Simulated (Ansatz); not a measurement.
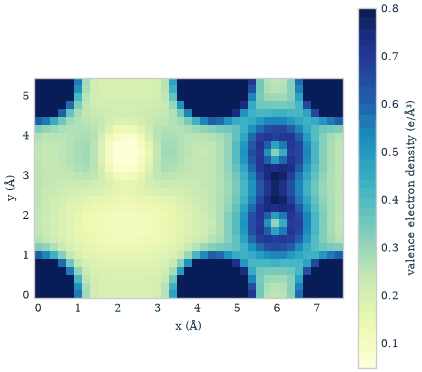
*Valence electron density (e/Å³), cut off at 0.8 on a lattice plane, r²SCAN in the plane-wave PAW code Ansatz*

Problem. Which of these materials gives this?
A. Ta2AlB2, P-6m2 (Ta on 2h, Al on 1a, B on 1b, B on 1f)
B. AlN, rock salt
C. TaW, rock salt
D. AlC6, P-62m (C on 1a, C on 3f, C on 2c, Al on 1b)

Solution. A, Ta2AlB2, P-6m2 (Ta on 2h, Al on 1a, B on 1b, B on 1f). Atoms in the plane, in fractions of its two edges: Ta at (0.00, 0.00), Ta at (0.58, 0.00), Al at (0.29, 0.67), B at (0.79, 0.67), B at (0.79, 0.33).

The density is the valence pseudo-density with augmentation charge, so density and ELF within about 1 Å of a nucleus are not all-electron values.

The start of the workflow was typed in or built on a structure type; neither database checked (COD, Materials Project) lists it. Whether it is the stable phase at ambient conditions was not checked. Symmetry was held in the r²SCAN relaxation; its stability against distortions is not shown here. The run is not spin-polarised. Spin–orbit coupling is left out wherever it is not named.

Potentials: the earlier of the program's two PAW sets. The files were generated under PBE; for other functionals the program regenerates the frozen cores, and for LDA and PBEsol the local potential too.
